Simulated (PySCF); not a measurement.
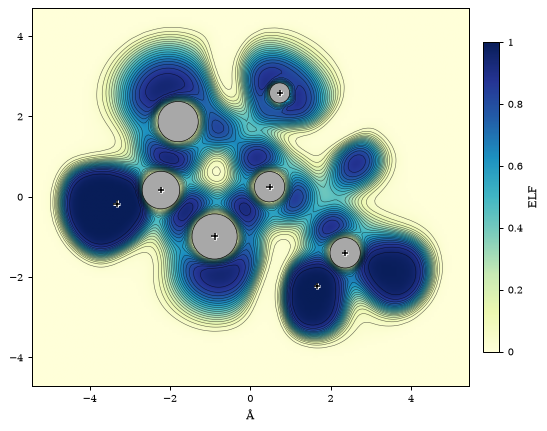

The electron localisation function on a plane through atoms (crosses mark nuclei in the plane; grey discs cover the cores).

Computed with PySCF 2.14.0, PBE0/pcSseg-1, SCF density, gas phase, non-relativistic.

Candidates:
A. C5H10BFS2
B. C4H11NSi (SMILES C=CC[SiH2]NC)
C. C6H10BF

Which candidate gave the map?

Answer. Candidate A: C5H10BFS2 on the plane of atoms C4, S5 and B6, which holds C, S, B, F and H. B–S (1.77 Å): the ELF peaks at about 0.95 between the atoms (localised, covalent bonding). C–S (1.85 Å): the ELF peaks at about 0.90 between the atoms; a covalent bond.
